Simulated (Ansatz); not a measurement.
# Ge2H3 (doublet): from Hartree-Fock to the top rungs at distance Ge1–Ge2 = 2.489 Å, cc-pVTZ

How much of the correlation energy of Ge2H3 (doublet) does each wave-function method recover here?

Method: cc-pVTZ, core rule «outside noble gas», up to 28 orbitals frozen; program: Ansatz 0.2.0, Gaussian basis.

The runs, in order: UHF; CCSD(T) on ROHF; CCSD(T) on UHF; BCCD(T) on ROHF; CCSDT(Q) on ROHF; CCSDT(Q) on UHF; CASSCF and NEVPT2, 3 electrons in 3 orbitals.

3 further runs of the same task are left out: 1 for a known fault of the program, 2 that didn't finish. Runs told in other sessions of the task aren't counted.

**1. The system**

The geometry derives from a PBE0/def2-TZVP stationary point (not a proven minimum). One bond is set to the value named and the two fragments are kept rigid. No spin-orbit coupling is included. The filled d shell of Ge may be among the frozen orbitals whatever the setting's name suggests.

5 atoms, charge 0, spin multiplicity 2.

Atoms are counted from 1 here; the program's logs count them from 0.

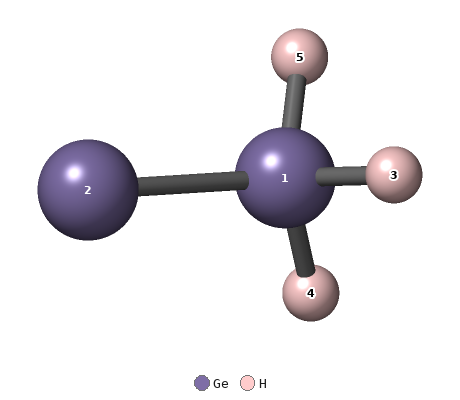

The structure; germanium purple, hydrogen pink; atoms are numbered from 1 in the order of the file.

In the tables R marks a restricted open-shell determinant and U an unrestricted one; 'pair' is the active space of 3 electrons in 3 orbitals; energies count from the table's Hartree-Fock row.

**2. UHF**

File in.yaml:

```yaml
crystal:
  periodic: [false, false, false]
  atoms:
    - {symbol: Ge, position_ang: [-0.001989, 0.000001, 1.207499]}
    - {symbol: Ge, position_ang: [-0.001381, -0.000001, -1.281547]}
    - {symbol: H, position_ang: [1.500233, -0.000013, 1.588157]}
    - {symbol: H, position_ang: [-0.628647, 1.243483, 1.874144]}
    - {symbol: H, position_ang: [-0.628670, -1.243469, 1.874145]}
basis:
  gaussian: {orbitals: cc-pVTZ}
magnetization: {spin_polarized: true, initial_magnetization: 1}
hamiltonian: {xc: hf}
output: {orbitals: {seedname: orbitals}}
```

On the command line:

```
> ansatz run in.yaml --threads 1 --pin off --events-out ev --progress --plain --max-ram 2816MiB --backend cpu
```

Standard output:

```text
Functional definition: HF
  name "HF"
  cite "Fock, Z. Phys. 61, 126 (1930) doi:10.1007/BF01340294"
  parent pbe
  exchange = exact_x
  correlation = 0
793 factors; integrals over basis functions are off by at most 9.4e-4 eV
mean field evaluation 1: about -112994.5999 eV, gradient 8.4e0 eV
mean field evaluation 2: about -112994.6009 eV, gradient 8.4e0 eV
mean field evaluation 4: about -112995.6911 eV, gradient 1.5e0 eV
mean field evaluation 8: about -112995.7106 eV, gradient 4.9e-2 eV
mean field evaluation 16: about -112995.6291 eV, gradient 1.2e0 eV
mean field evaluation 32: about -112995.6687 eV, gradient 1.0e0 eV
mean field evaluation 64: about -112989.2441 eV, gradient 1.1e1 eV
mean field evaluation 96: about -112995.7103 eV, gradient 4.8e-3 eV
mean field evaluation 128: about -112995.6547 eV, gradient 1.3e-1 eV
mean field evaluation 160: about -112994.5998 eV, gradient 8.4e0 eV
mean field -112995.71271382 eV, -4152.5158509879 hartree, gradient 6.2e-6 eV, S^2 0.820506; 5 other end points of the search recorded, 0 dependent functions left out
reference -112995.71271382 eV, -4152.5158509879 hartree; 34, 33 occupied and 94, 95 virtual orbitals, 793 factors
Total energy: -112995.71271382 eV, -4152.5158509879 hartree
```

Wall time 27 s (1 thread of AMD EPYC 7R13, shared host); peak memory 0.38 GiB.

From the report: ⟨S²⟩ of the determinant 0.821 (pure doublet: 0.75).

**3. CCSD(T) on ROHF**

Edit in.yaml of step 2 so:

```diff
@@ -10,4 +10,3 @@
   gaussian: {orbitals: cc-pVTZ}
-magnetization: {spin_polarized: true, initial_magnetization: 1}
-hamiltonian: {xc: hf}
-output: {orbitals: {seedname: orbitals}}
+magnetization: {spin_polarized: false, initial_magnetization: 1}
+correlation: {method: ccsd_t, electrons: outside_noble_gas}
```

On the command line:

```
> ansatz run in.yaml --threads 2 --pin off --events-out ev --progress --plain --max-ram 16896MiB --backend cuda --devices 0, --max-vram 18GiB
```

Standard output, shortened:

```text
Functional definition: HF
  name "HF"
  cite "Fock, Z. Phys. 61, 126 (1930) doi:10.1007/BF01340294"
  parent pbe
[...]
793 factors; integrals over basis functions are off by at most 9.4e-4 eV
[...]
mean field -112995.60470898 eV, -4152.5118818832 hartree, gradient 3.2e-6 eV, S^2 0.750000; 8 other end points of the search recorded, 0 dependent functions left out
[...]
determinant -112995.60470898 eV, -4152.5118818832 hartree, with singles and doubles -113002.13767951 eV, -4152.7519641222 hartree
determinant -112995.54764543 eV, -4152.5097848365 hartree, with singles and doubles -113002.08116985 eV, -4152.7498874305 hartree
determinant -112992.98297080 eV, -4152.4155347823 hartree, with singles and doubles -112999.67044734 eV, -4152.6612950122 hartree
determinant -112992.85569838 eV, -4152.4108576070 hartree, with singles and doubles -112999.54047916 eV, -4152.6565187695 hartree
determinant -112995.60470898 eV, -4152.5118818832 hartree, with singles and doubles -113001.99260224 eV, -4152.7466326306 hartree
determinant -112995.54764543 eV, -4152.5097848365 hartree, with singles and doubles -113001.93609534 eV, -4152.7445560404 hartree
[...]
28 core orbitals not correlated: weight in the atoms' cores, before any rotation towards them, 1.000 or more for the frozen orbitals, at most 0.000 for the correlated occupied ones
reference -112995.60470898 eV, -4152.5118818832 hartree; 6, 5 occupied and 94, 95 virtual orbitals, 793 factors
second order -5.27053175 eV of doubles, -0.05993497 eV of singles
cycle   1  -6.38789302 eV  change    2.3e-7 eV  update   5.1e-6
perturbative correction -0.21664596 eV, -0.0079615923 hartree
Total energy: -113002.20924797 eV, -4152.7545942143 hartree
```

Wall time 20 s (1 × H100 (card shared with other runs) with 2 threads of AMD EPYC 7R13, shared host); peak host memory 0.86 GiB.

From the report: correlation -6.6045 eV; T1 0.018; largest double amplitude 0.06.

**4. CCSD(T) on UHF**

Edit in.yaml of step 3 so:

```diff
@@ -10,3 +10,3 @@
   gaussian: {orbitals: cc-pVTZ}
-magnetization: {spin_polarized: false, initial_magnetization: 1}
+magnetization: {spin_polarized: true, initial_magnetization: 1}
 correlation: {method: ccsd_t, electrons: outside_noble_gas}
```

Same command.

Standard output, shortened:

```text
Functional definition: HF
  name "HF"
  cite "Fock, Z. Phys. 61, 126 (1930) doi:10.1007/BF01340294"
  parent pbe
[...]
793 factors; integrals over basis functions are off by at most 9.4e-4 eV
[...]
mean field -112995.71271382 eV, -4152.5158509879 hartree, gradient 5.3e-7 eV, S^2 0.820502; 15 other end points of the search recorded, 0 dependent functions left out
determinant -112995.71271382 eV, -4152.5158509879 hartree, with singles and doubles -113002.13028459 eV, -4152.7516923636 hartree
determinant -112995.65453204 eV, -4152.5137128471 hartree, with singles and doubles -113002.08411939 eV, -4152.7499958238 hartree
determinant -112994.35243819 eV, -4152.4658617805 hartree, with singles and doubles -113000.39610817 eV, -4152.6879625556 hartree
determinant -112994.29584558 eV, -4152.4637820406 hartree, with singles and doubles -113000.40844312 eV, -4152.6884158567 hartree
[...]
determinant -112993.16945892 eV, -4152.4223880942 hartree, with singles and doubles -112999.67442422 eV, -4152.6614411596 hartree
determinant -112993.04302024 eV, -4152.4177415586 hartree, with singles and doubles -112999.55896404 eV, -4152.6571980766 hartree
determinant -112995.71271382 eV, -4152.5158509879 hartree, with singles and doubles -113001.99748368 eV, -4152.7468120204 hartree
determinant -112995.65453204 eV, -4152.5137128471 hartree, with singles and doubles -113001.94307896 eV, -4152.7448126836 hartree
28 core orbitals not correlated: weight in the atoms' cores, before any rotation towards them, 1.000 or more for the frozen orbitals, at most 0.000 for the correlated occupied ones
reference -112995.71271382 eV, -4152.5158509879 hartree; 6, 5 occupied and 94, 95 virtual orbitals, 793 factors
second order -5.17745585 eV of doubles, -0.00000000 eV of singles
cycle   1  -6.28476848 eV  change    1.4e-6 eV  update   3.4e-6
perturbative correction -0.21399104 eV, -0.0078640257 hartree
Total energy: -113002.21147334 eV, -4152.7546759953 hartree
```

Wall time 24 s (1 × H100 (card shared with other runs) with 2 threads of AMD EPYC 7R13, shared host); peak host memory 0.87 GiB.

From the report: ⟨S²⟩ of the determinant 0.821 (pure doublet: 0.75); correlation -6.4988 eV; T1 0.033; largest double amplitude 0.06.

**5. BCCD(T) on ROHF**

Edit in.yaml of step 4 so:

```diff
@@ -10,3 +10,3 @@
   gaussian: {orbitals: cc-pVTZ}
-magnetization: {spin_polarized: true, initial_magnetization: 1}
-correlation: {method: ccsd_t, electrons: outside_noble_gas}
+magnetization: {spin_polarized: false, initial_magnetization: 1}
+correlation: {method: bccd_t, electrons: outside_noble_gas}
```

Same command.

Standard output, shortened:

```text
Functional definition: HF
  name "HF"
  cite "Fock, Z. Phys. 61, 126 (1930) doi:10.1007/BF01340294"
  parent pbe
[...]
793 factors; integrals over basis functions are off by at most 9.4e-4 eV
[...]
mean field -112995.60470898 eV, -4152.5118818832 hartree, gradient 3.2e-6 eV, S^2 0.750000; 8 other end points of the search recorded, 0 dependent functions left out
[...]
determinant -112995.60470898 eV, -4152.5118818832 hartree, with singles and doubles -113002.13767951 eV, -4152.7519641222 hartree
determinant -112995.54764543 eV, -4152.5097848365 hartree, with singles and doubles -113002.08116985 eV, -4152.7498874305 hartree
determinant -112992.98297080 eV, -4152.4155347823 hartree, with singles and doubles -112999.67044734 eV, -4152.6612950122 hartree
determinant -112992.85569838 eV, -4152.4108576070 hartree, with singles and doubles -112999.54047916 eV, -4152.6565187695 hartree
determinant -112995.60470898 eV, -4152.5118818832 hartree, with singles and doubles -113001.99260224 eV, -4152.7466326306 hartree
determinant -112995.54764543 eV, -4152.5097848365 hartree, with singles and doubles -113001.93609534 eV, -4152.7445560404 hartree
[...]
28 core orbitals not correlated: weight in the atoms' cores, before any rotation towards them, 1.000 or more for the frozen orbitals, at most 0.000 for the correlated occupied ones
reference -112995.60470898 eV, -4152.5118818832 hartree; 6, 5 occupied and 94, 95 virtual orbitals, 793 factors
second order -5.27053175 eV of doubles, -0.05993497 eV of singles
cycle   1  -6.38497350 eV  change    2.9e-3 eV  update   4.0e-3
[...]
cycle   9  -6.38338645 eV  change    1.0e-6 eV  update   1.2e-5
perturbative correction -0.22184811 eV, -0.0081527677 hartree
Total energy: -113002.20994354 eV, -4152.7546197760 hartree
```

It took 23 s on 1 × H100 (card shared with other runs) with 2 threads of AMD EPYC 7R13, shared host; peak host memory 0.86 GiB.

From the report: correlation -6.6052 eV; largest double amplitude 0.06.

**6. CCSDT(Q) on ROHF**

Edit in.yaml of step 5 so:

```diff
@@ -11,2 +11,2 @@
 magnetization: {spin_polarized: false, initial_magnetization: 1}
-correlation: {method: bccd_t, electrons: outside_noble_gas}
+correlation: {method: ccsdt_q, electrons: outside_noble_gas}
```

Launched as before.

Standard output:

```text
Functional definition: HF
  name "HF"
  cite "Fock, Z. Phys. 61, 126 (1930) doi:10.1007/BF01340294"
  parent pbe
  exchange = exact_x
  correlation = 0
1512 factors; integrals over basis functions are off by at most 1.9e-7 eV
mean field evaluation 1: about -112994.5836 eV, gradient 1.1e1 eV
mean field evaluation 2: about -112994.5873 eV, gradient 1.1e1 eV
mean field evaluation 4: about -112995.5888 eV, gradient 2.0e0 eV
mean field evaluation 8: about -112995.6046 eV, gradient 1.2e-1 eV
mean field evaluation 16: about -112995.5977 eV, gradient 4.2e-1 eV
mean field evaluation 32: about -112995.5905 eV, gradient 2.1e-1 eV
mean field evaluation 64: about -112995.5477 eV, gradient 2.0e-6 eV
mean field evaluation 96: about -112992.8532 eV, gradient 1.5e0 eV
mean field evaluation 128: about -112992.9830 eV, gradient 2.9e-2 eV
mean field evaluation 160: about -112992.9829 eV, gradient 1.2e-1 eV
mean field -112995.60473889 eV, -4152.5118829825 hartree, gradient 4.6e-6 eV, S^2 0.750000; 8 other end points of the search recorded, 0 dependent functions left out
mean field evaluation 192: about -112995.5537 eV, gradient 3.3e0 eV
mean field evaluation 224: about -112995.6908 eV, gradient 1.2e0 eV
mean field evaluation 256: about -112995.6546 eV, gradient 2.5e-4 eV
mean field evaluation 288: about -112995.6992 eV, gradient 9.4e-2 eV
determinant -112995.60473889 eV, -4152.5118829825 hartree, with singles and doubles -113002.13773777 eV, -4152.7519662631 hartree
determinant -112995.54767577 eV, -4152.5097859516 hartree, with singles and doubles -113002.08122846 eV, -4152.7498895843 hartree
determinant -112992.98300424 eV, -4152.4155360112 hartree, with singles and doubles -112999.67051845 eV, -4152.6612976256 hartree
determinant -112992.85573069 eV, -4152.4108587944 hartree, with singles and doubles -112999.54050606 eV, -4152.6565197581 hartree
determinant -112995.60473889 eV, -4152.5118829825 hartree, with singles and doubles -113001.99262069 eV, -4152.7466333088 hartree
determinant -112995.54767577 eV, -4152.5097859516 hartree, with singles and doubles -113001.93611403 eV, -4152.7445567272 hartree
28 core orbitals not correlated: weight in the atoms' cores, before any rotation towards them, 1.000 or more for the frozen orbitals, at most 0.000 for the correlated occupied ones
reference -112995.60473889 eV, -4152.5118829825 hartree; 6, 5 occupied and 94, 95 virtual orbitals, 1512 factors
second order -5.27056937 eV of doubles, -0.05993501 eV of singles
cycle   1  -6.08014665 eV  change   -7.5e-1 eV  update   8.5e-2
cycle   2  -6.56765776 eV  change   -4.9e-1 eV  update   3.8e-2
cycle   3  -6.64877924 eV  change   -8.1e-2 eV  update   1.7e-2
cycle   4  -6.63543666 eV  change    1.3e-2 eV  update   6.6e-3
cycle   5  -6.63921090 eV  change   -3.8e-3 eV  update   3.2e-3
cycle   6  -6.64091529 eV  change   -1.7e-3 eV  update   1.4e-3
cycle   7  -6.63950563 eV  change    1.4e-3 eV  update   7.4e-4
cycle   8  -6.63967850 eV  change   -1.7e-4 eV  update   3.1e-4
cycle   9  -6.64008181 eV  change   -4.0e-4 eV  update   1.4e-4
cycle  10  -6.63996799 eV  change    1.1e-4 eV  update   7.1e-5
cycle  11  -6.63995048 eV  change    1.8e-5 eV  update   4.4e-5
cycle  12  -6.63994108 eV  change    9.4e-6 eV  update   2.6e-5
cycle  13  -6.63995666 eV  change   -1.6e-5 eV  update   1.9e-5
cycle  14  -6.63997759 eV  change   -2.1e-5 eV  update   1.4e-5
cycle  15  -6.63998229 eV  change   -4.7e-6 eV  update   1.1e-5
cycle  16  -6.63997575 eV  change    6.5e-6 eV  update   7.8e-6
cycle  17  -6.63997048 eV  change    5.3e-6 eV  update   5.7e-6
cycle  18  -6.63996724 eV  change    3.2e-6 eV  update   4.2e-6
cycle  19  -6.63996835 eV  change   -1.1e-6 eV  update   2.8e-6
cycle  20  -6.63997134 eV  change   -3.0e-6 eV  update   1.7e-6
cycle  21  -6.63997194 eV  change   -6.0e-7 eV  update   9.2e-7
perturbative correction -0.00881568 eV, -0.0003239701 hartree
Total energy: -113002.25352651 eV, -4152.7562214206 hartree
```

Run time: 71 s. Hardware: 1 × H100 (card shared with other runs) with 2 threads of AMD EPYC 7R13, shared host; peak host memory 1.2 GiB.

From the report: correlation -6.6488 eV; T1 0.019; largest double amplitude 0.07.

**7. CCSDT(Q) on UHF**

Edit in.yaml of step 6 so:

```diff
@@ -10,3 +10,3 @@
   gaussian: {orbitals: cc-pVTZ}
-magnetization: {spin_polarized: false, initial_magnetization: 1}
+magnetization: {spin_polarized: true, initial_magnetization: 1}
 correlation: {method: ccsdt_q, electrons: outside_noble_gas}
```

Same command.

Standard output, shortened:

```text
Functional definition: HF
  name "HF"
  cite "Fock, Z. Phys. 61, 126 (1930) doi:10.1007/BF01340294"
  parent pbe
[...]
1512 factors; integrals over basis functions are off by at most 1.9e-7 eV
[...]
mean field -112995.71274413 eV, -4152.5158521018 hartree, gradient 2.2e-6 eV, S^2 0.820506; 15 other end points of the search recorded, 0 dependent functions left out
determinant -112995.71274413 eV, -4152.5158521018 hartree, with singles and doubles -113002.13034210 eV, -4152.7516944772 hartree
determinant -112995.65456254 eV, -4152.5137139677 hartree, with singles and doubles -113002.08417791 eV, -4152.7499979747 hartree
determinant -112994.35247301 eV, -4152.4658630603 hartree, with singles and doubles -113000.39616350 eV, -4152.6879645891 hartree
determinant -112994.29588108 eV, -4152.4637833452 hartree, with singles and doubles -113000.40850009 eV, -4152.6884179504 hartree
[...]
determinant -112993.04305306 eV, -4152.4177427644 hartree, with singles and doubles -112999.55902803 eV, -4152.6572004280 hartree
determinant -112995.71274413 eV, -4152.5158521018 hartree, with singles and doubles -113001.99750180 eV, -4152.7468126861 hartree
determinant -112995.65456254 eV, -4152.5137139677 hartree, with singles and doubles -113001.94309755 eV, -4152.7448133670 hartree
28 core orbitals not correlated: weight in the atoms' cores, before any rotation towards them, 1.000 or more for the frozen orbitals, at most 0.000 for the correlated occupied ones
reference -112995.71274413 eV, -4152.5158521018 hartree; 6, 5 occupied and 94, 95 virtual orbitals, 1512 factors
second order -5.17748972 eV of doubles, -0.00000000 eV of singles
cycle   1  -5.93028919 eV  change   -7.5e-1 eV  update   8.7e-2
[...]
cycle  25  -6.53502914 eV  change   -8.5e-7 eV  update   9.9e-7
perturbative correction -0.00921582 eV, -0.0003386753 hartree
Total energy: -113002.25698909 eV, -4152.7563486683 hartree
```

Wall time 34 s (1 × H100 (card shared with other runs) with 2 threads of AMD EPYC 7R13, shared host); peak host memory 1.1 GiB.

From the report: ⟨S²⟩ of the determinant 0.821 (pure doublet: 0.75); correlation -6.5442 eV; T1 0.035; largest double amplitude 0.07.

**8. CASSCF and NEVPT2, 3 electrons in 3 orbitals**

Edit in.yaml of step 7 so:

```diff
@@ -10,3 +10,3 @@
   gaussian: {orbitals: cc-pVTZ}
-magnetization: {spin_polarized: true, initial_magnetization: 1}
-correlation: {method: ccsdt_q, electrons: outside_noble_gas}
+magnetization: {spin_polarized: false, initial_magnetization: 1}
+correlation: {method: sc_nevpt2, electrons: outside_noble_gas, active_space: {window: {electrons: 3, orbitals: 3}}}
```

Launched as before.

Standard output, shortened:

```text
Functional definition: HF
  name "HF"
  cite "Fock, Z. Phys. 61, 126 (1930) doi:10.1007/BF01340294"
  parent pbe
[...]
793 factors; integrals over basis functions are off by at most 9.4e-4 eV
[...]
mean field -112995.60470898 eV, -4152.5118818832 hartree, gradient 3.2e-6 eV, S^2 0.750000; 6 other end points of the search recorded, 0 dependent functions left out
reference -112995.60470898 eV, -4152.5118818832 hartree; 34, 33 occupied and 94, 95 virtual orbitals, 793 factors
state -112996.02214506 eV, -4152.5272223763 hartree
state -112996.02214506 eV, -4152.5272223763 hartree; corrected -113000.96213143 eV, -4152.7087635270 hartree
state -112995.86489434 eV, -4152.5214435190 hartree
state -112995.86489434 eV, -4152.5214435190 hartree; corrected -113000.91575726 eV, -4152.7070593075 hartree
state -112996.02214506 eV, -4152.5272223763 hartree; corrected -113000.96213143 eV, -4152.7087635270 hartree
[...]
Total energy: -113000.96213143 eV, -4152.7087635270 hartree
```

It took 8 s on 1 × H100 (card shared with other runs) with 2 threads of AMD EPYC 7R13, shared host; peak host memory 0.84 GiB.

From the report: 5 determinants; active occupations 1.95, 1.00, 0.05.

**9. All levels against the top one**

The yardstick is UCCSDT(Q), where the cluster series has nearly closed. Rows without a time are mean-field rows or come out of runs for another level: lower rungs of the coupled-cluster runs, CASSCF and MRCISD of the multireference runs, or the Hartree-Fock search.

Differences are taken before rounding.

```
     method  energy from the lowest ROHF (kcal/mol)  from UCCSDT(Q) (kcal/mol)  time
        ROHF                                   0.00                    +153.41      
        UHF                                  -2.49                    +150.91      
       RMP2                                -122.92                     +30.48      
       UMP2                                -121.89                     +31.52      
      RCCSD                                -147.31                      +6.10      
      UCCSD                                -147.42                      +5.98      
   RCCSD(T)                                -152.30                      +1.10  20 s
   UCCSD(T)                                -152.36                      +1.05  24 s
    BCCD(T)                                -152.32                      +1.08  23 s
     RCCSDT                                -153.12                      +0.28      
     UCCSDT                                -153.19                      +0.21      
  RCCSDT(Q)                                -153.33                      +0.08  71 s
  UCCSDT(Q)                                -153.41                          0  34 s
CASSCF pair                                  -9.63                    +143.78      
NEVPT2 pair                                -123.55                     +29.86   8 s
```

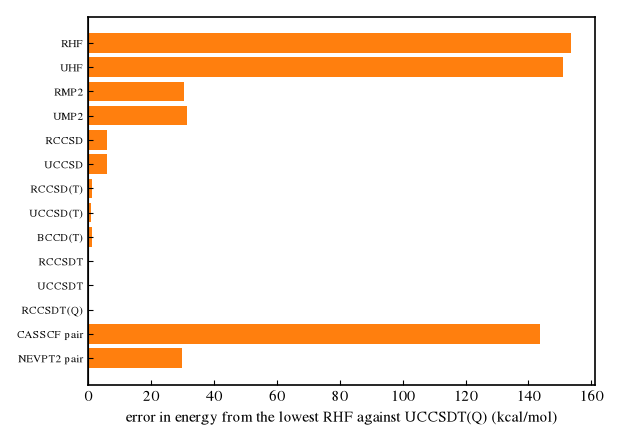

Error of each method against UCCSDT(Q).

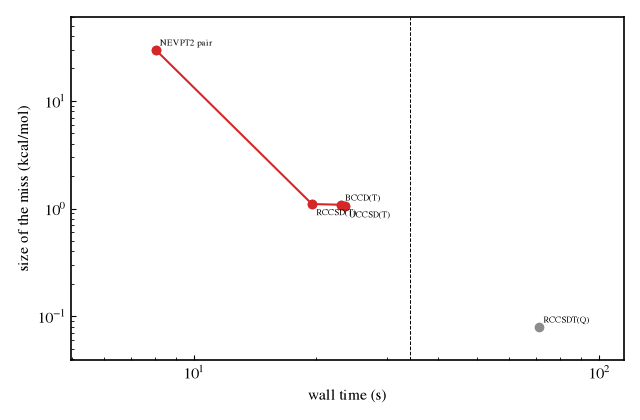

Miss against cost. Red marks the levels that no quicker level drawn beats (of those quicker than the yardstick), and the dashed line is the time of UCCSDT(Q). Times are from a shared host.

**10. Summary of results**

| quantity | value |
| --- | --- |
| UCCSDT(Q) from the ROHF energy | -6.6523 eV |
| RMP2 from UCCSDT(Q) | +30.48 kcal/mol |
| UMP2 from UCCSDT(Q) | +31.52 kcal/mol |
| RCCSD from UCCSDT(Q) | +6.10 kcal/mol |
| RCCSD(T) from UCCSDT(Q) | +1.10 kcal/mol |
| UCCSD(T) from UCCSDT(Q) | +1.05 kcal/mol |
| RCCSDT(Q) from UCCSDT(Q) | +0.08 kcal/mol |
| NEVPT2 pair from UCCSDT(Q) | +29.86 kcal/mol |
| levels within 1 kcal/mol (43 meV) | RCCSDT, UCCSDT, RCCSDT(Q) |
| T1 diagnostic | 0.018 |

In words: RCCSD(T) lands +1.10 kcal/mol from the yardstick (0.7 % of the correlation energy). These misses are within one basis, not against nature; the frozen cores of restricted and unrestricted runs differ, which can shift their rows.

UCCSD(T) reaches 1.05 kcal/mol from the reference in 24 s, where UCCSDT(Q) took 34 s; the quickest level in the cost chart, NEVPT2 pair, takes 8 s and misses by 29.86 kcal/mol.
